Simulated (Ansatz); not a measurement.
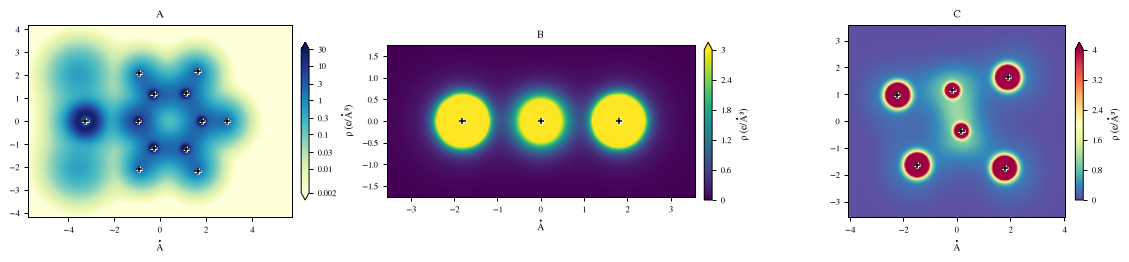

The electron density of 3 systems, each on a plane through atoms (crosses mark nuclei in the plane).

Method: RKS PBE0-D4/def2-TZVP in Ansatz.

System 1: Al₄B₂, the molecular plane. Geometry: B3LYP-D4/def2-SVP.

```tsv
atom	x (Å)	y (Å)	z (Å)
B	0.2837	0.2189	0.1839
B	-0.6628	-0.4996	-0.8117
Al	-0.3089	0.1380	2.1900
Al	-2.0551	-1.1572	0.5556
Al	0.6217	-0.0087	-2.4389
Al	2.1214	1.3086	0.3211
```

System 2: C₅H₅Cl₃InN (In(py)Cl3), the plane of atoms C6, C5 and H10. Geometry: PBE-D4/def2-SVP; core potentials replace the inner electrons of In.

```csv
atom,x (Å),y (Å),z (Å)
In,-0.0115,0.0303,-2.7696
N,0.0093,-0.0142,-0.4716
C,1.0384,0.5407,0.2008
C,1.0633,0.5714,1.5991
C,-0.0075,0.0048,2.3065
C,-1.0634,-0.5830,1.5942
C,-1.0189,-0.5765,0.1961
H,1.8568,0.9437,-0.4186
H,1.9155,1.0309,2.1194
H,-0.0159,0.0156,3.4071
H,-1.9149,-1.0482,2.1107
H,-1.8004,-1.0426,-0.4265
Cl,2.3480,0.0379,-3.0713
Cl,-1.1268,2.0519,-3.2977
Cl,-1.2721,-1.9627,-3.0788
```

System 3: OZn₂, a plane that holds the molecular axis. Geometry: PBE-D4/def2-TZVP.

```xyz
3

Zn   -1.7969   -0.2126   -0.0077
Zn    1.7968    0.2128    0.0077
O     0.0000   -0.0002    0.0000
```

Question: Match each panel to its system.

Answer: Panel A is system 2, C₅H₅Cl₃InN: the plane holds In, N, C and H. C–N (1.35 Å): ρ at the midpoint is about 2.4 e/Å³. Panel B is system 3, OZn₂: the plane holds Zn and O. Zn–O (1.81 Å): ρ is about 0.79 e/Å³ halfway. Panel C is system 1, Al₄B₂: the plane holds B and Al. B–B (1.55 Å): ρ is about 1.1 e/Å³ halfway.
